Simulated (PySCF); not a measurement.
# BrH3Si: the cost of one run

The runs use PySCF 2.14.0, with density-fitted response routines of our own; the level of theory stands in each step. All values are computed, except where a source is named. Atoms count from 0, in the outputs and in this text.

### 1 The molecule as given

5 atoms, charge 0, multiplicity 1; geometry from: GFN2-xTB. The atoms were then displaced at random by about 0.01 Å, so the start is not that level's minimum.

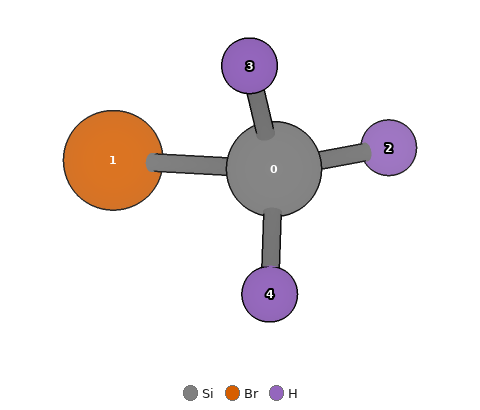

The starting geometry (silicon grey, bromine orange, hydrogen purple), atoms numbered.

### 2 Optimising the geometry at PBE0-D3(BJ)/def2-SVP

Job settings and geometry (Å):

```
{"job": {"xc": "PBE0", "basis": "def2-SVP", "d3": "d3bj", "grid": 1, "shake": 0.01, "kind": "geom"}, "charge": 0, "multiplicity": 1}
Si    -0.184700    -0.017890    -0.008660
Br     1.995880    -0.083940     0.082580
H     -0.698150    -0.612790     1.206200
H     -0.502320     1.422670    -0.101250
H     -0.577150    -0.742020    -1.216760
```

Started as:

```bash
$ OMP_NUM_THREADS=1 python probes_run.py task.json out
```

This one command runs all jobs of the session in turn.

Q: Estimate the wall time and peak memory of this first job on 1 thread of Arm Neoverse V1, shared host.

About 5 s, with a peak of 0.29 GiB.
